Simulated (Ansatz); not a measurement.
**CH5BO2 (SMILES COBO) at CAM-B3LYP/cc-pVDZ**

What is the energy change on altering one bond length of CH5BO2 at CAM-B3LYP/cc-pVDZ? 

Program for the calculation: Ansatz 0.2.0.

70 further runs of the same task are left out: 70 set aside as unsound or not needed.

## 1. Starting point

CH5BO2: 9 atoms, total charge 0, spin state singlet. As SMILES, `COBO`. The shape is that of a PBE0-D4/def2-TZVP optimisation. This is one conformer, not always the lowest.

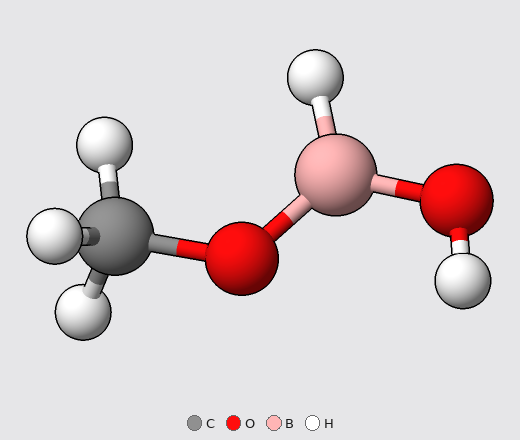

Viewed from a chosen angle; carbon grey, oxygen red, boron pink, hydrogen white.

## 2. A single-point energy at CAM-B3LYP/cc-pVDZ

run.yaml reads:

```yaml
crystal:
  periodic: [false, false, false]
  atoms:
    - symbol: C
      position_ang: [0.281800, 0.801900, -1.057400]
    - symbol: O
      position_ang: [-0.113500, 0.454800, 0.251000]
    - symbol: B
      position_ang: [-0.134900, -0.834100, 0.671600]
    - symbol: O
      position_ang: [-0.524600, -1.118500, 1.938500]
    - symbol: H
      position_ang: [0.568100, -0.079800, -1.637600]
    - symbol: H
      position_ang: [1.131400, 1.486400, -1.006200]
    - symbol: H
      position_ang: [-0.544800, 1.307500, -1.561700]
    - symbol: H
      position_ang: [0.183900, -1.738400, -0.047600]
    - symbol: H
      position_ang: [-0.758900, -0.326300, 2.432200]
basis:
  gaussian: {orbitals: cc-pVDZ}
magnetization: {spin_polarized: false, initial_magnetization: 0}
hamiltonian: {xc: {name: CAM-B3LYP}}
accuracy: high
output: {orbitals: {seedname: orbitals}}
```

Launch:

```bash
$ ansatz run run.yaml --threads 1 --pin off --max-ram 3480MiB --events-out events.jsonl --progress --plain --runs-dir runs
```

What it wrote:

```text
Warning: RAYON_NUM_THREADS=1 ignored (pool sized by the plan → 1); use --threads N
Functional definition: CAM-B3LYP
  name "CAM-B3LYP"
  parameter alpha = 0.19
  parameter beta = 0.46
  parameter omega = 0.33/bohr
  parameter ac = 0.81
  exchange = (1 - alpha - beta)*b88_x + beta*b88_x_sr(omega) + alpha*exact_x + beta*exact_x_lr(omega)
  correlation = (1 - ac)*vwn5_c + ac*lyp_c
1902 factors; integrals over basis functions are off by at most 5.7e-9 eV
384 factors; integrals over basis functions are off by at most 2.5e-9 eV
mean field evaluation 1: about -5884.2132 eV, gradient 5.2e1 eV
mean field evaluation 2: about -5883.1479 eV, gradient 5.9e1 eV
mean field evaluation 4: about -5889.0298 eV, gradient 1.4e0 eV
mean field evaluation 8: about -5889.0323 eV, gradient 4.4e-2 eV
mean field evaluation 16: about -5889.0323 eV, gradient 9.1e-7 eV
mean field -5889.03232213 eV, -216.4179461087 hartree, gradient 7.7e-8 eV, S^2 0.000000; 0 other end points of the search recorded, 0 dependent functions left out
reference -5889.03234087 eV, -216.4179467976 hartree; 16, 16 occupied and 65, 65 virtual orbitals, 1902 factors
Total energy: -5889.03234087 eV, -216.4179467976 hartree
```

Wall time 5.4 s (1 thread of Arm Neoverse V2, shared host); peak memory 0.27 GiB.

## 3. The distorted shape

in.yaml reads:

```yaml
crystal:
  periodic: [false, false, false]
  atoms:
    - symbol: C
      position_ang: [0.405793, 0.726058, -0.981753]
    - symbol: O
      position_ang: [0.010493, 0.378958, 0.326647]
    - symbol: B
      position_ang: [-0.010907, -0.909942, 0.747247]
    - symbol: O
      position_ang: [-0.400607, -1.194342, 2.014147]
    - symbol: H
      position_ang: [0.692093, -0.155642, -1.561953]
    - symbol: H
      position_ang: [1.255393, 1.410558, -0.930553]
    - symbol: H
      position_ang: [-0.544800, 1.307500, -1.561700]
    - symbol: H
      position_ang: [0.307893, -1.814242, 0.028047]
    - symbol: H
      position_ang: [-0.634907, -0.402142, 2.507847]
basis:
  gaussian: {orbitals: cc-pVDZ}
accuracy: high
hamiltonian: {xc: {name: CAM-B3LYP}}
output: {orbitals: {seedname: orbitals}}
```

Launch:

```bash
$ ansatz run in.yaml --threads 1 --pin off --max-ram 3480MiB --events-out events.jsonl --progress --plain --runs-dir runs
```

What it wrote:

```text
Warning: RAYON_NUM_THREADS=1 ignored (pool sized by the plan → 1); use --threads N
[... 8 set-up lines as earlier in the session ...]
1903 factors; integrals over basis functions are off by at most 7.1e-9 eV
386 factors; integrals over basis functions are off by at most 2.4e-9 eV
mean field evaluation 1: about -5883.9559 eV, gradient 5.2e1 eV
mean field evaluation 2: about -5882.7273 eV, gradient 6.0e1 eV
mean field evaluation 4: about -5888.7310 eV, gradient 1.4e0 eV
mean field evaluation 8: about -5888.7339 eV, gradient 4.8e-2 eV
mean field evaluation 16: about -5888.7339 eV, gradient 8.7e-7 eV
mean field -5888.73389693 eV, -216.4069791850 hartree, gradient 7.7e-8 eV, S^2 0.000000; 0 other end points of the search recorded, 0 dependent functions left out
reference -5888.73391608 eV, -216.4069798888 hartree; 16, 16 occupied and 65, 65 virtual orbitals, 1903 factors
Total energy: -5888.73391608 eV, -216.4069798888 hartree
```

It took 5.4 s on 1 thread of Arm Neoverse V2, shared host; peak memory 0.27 GiB.

## 4. Summary of results

At CAM-B3LYP/cc-pVDZ:

| quantity | value |
| --- | --- |
| first shape: total energy | -216.41795 Eh |
| first shape: HOMO energy | -9.79 eV |
| first shape: LUMO energy | 2.58 eV |
| first shape: HOMO–LUMO gap | 12.37 eV |
| distorted shape: total energy | -216.40698 Eh |
| distorted shape: HOMO energy | -9.73 eV |
| distorted shape: LUMO energy | 2.50 eV |
| distorted shape: HOMO–LUMO gap | 12.23 eV |
| energy change with the C1–H7 bond stretched from 1.092 to 1.256 Å | 0.298 eV |

**Reading.** With the C1–H7 bond stretched from 1.092 to 1.256 Å the energy rises by 0.30 eV (28.8 kJ/mol). The first shape isn't relaxed at this level, so the change isn't measured from a minimum.
